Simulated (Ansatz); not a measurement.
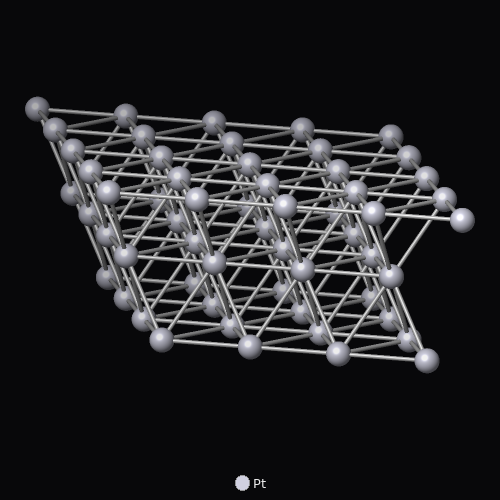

The system is H₂ on a Pt(111) slab cut from the Fm-3m phase, its upper half relaxed before the scan (12 atoms of substrate and one adsorbate in a 2 × 2 cell); the picture shows it without the atoms that are moved over the map. H2 lies flat over one site of a rigid substrate while its bond length and height are varied; it sits over a bridge site, heights counted from the top plane, its axis along a direction equivalent to the long diagonal of the hexagonal surface cell. The first coordinate is: distance H13-H14; the second: height of the H2 axis above the plane of Pt9. The scan uses an 8 × 9 grid. At 16 points there is no value (left out: too close to the surface, or the stretched molecule far from it). Points are written as (first, second). Energies: eV, counted from the lowest grid point. All numbers below come from Ansatz 0.2.0, DFT PBE, scalar-relativistic, plane waves, PAW. Settings: cutoff 420 eV, k-mesh 6×6×1, gaussian smearing 0.1 eV, no spin polarisation.

Range: distance H13-H14 from 0.650 to 2.650 Å; height of the H2 axis above the plane of Pt9 from 0.45 to 3.60 Å.

### What landscape does the calculation give?

The lowest grid point is at (2.235 Å, 1.09 Å). The highest grid point, (0.650 Å, 0.45 Å), lies 4.73 eV above the lowest. On the interpolated surface the lowest path from the intact molecule far from the surface, (0.750 Å, 3.60 Å), to the stretched end of the scan, about (2.65 Å, 1.20 Å), has its top at about (0.81 Å, 1.80 Å), about 0.36 eV above the start and 1.1 eV above the end.

```tsv
second ↓, first →	0.650	0.750	0.919	1.181	1.495	1.849	2.235	2.650
3.60	0.97	0.75	1.10	2.23	–	–	–	–
3.00	1.00	0.77	1.11	2.22	–	–	–	–
2.60	1.07	0.84	1.16	2.21	–	–	–	–
2.05	1.32	1.04	1.24	2.05	2.86	–	–	–
1.73	1.54	1.16	1.19	1.66	2.05	2.13	1.95	1.62
1.41	1.72	1.20	0.96	1.03	1.07	0.94	0.68	0.35
1.09	2.07	1.39	0.88	0.59	0.37	0.16	0.00	0.08
0.77	3.03	2.21	1.45	0.82	0.38	0.18	0.45	1.91
0.45	4.73	3.77	2.76	1.81	1.15	1.02	2.07	–
```

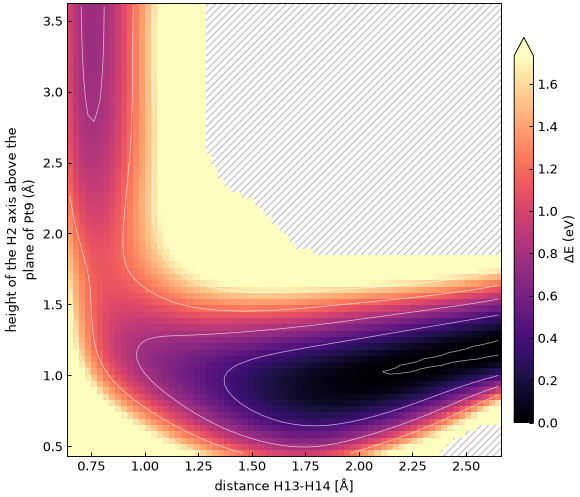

The picture shows a smooth colour map with a few white contour lines, one colour for all values above the top of the scale, hatched blanks where no value was computed. Between grid points the surface is interpolated.

Each point was launched as `ansatz run input.yaml --threads 4 --pin off --max-ram 12288MiB --backend cpu --events-out ev --progress --plain --runs-dir out`. Time for the 56 points that were run: 59 min on 4 threads of Arm Neoverse N1, with other jobs on the host.

PAW datasets: the set soft_1.
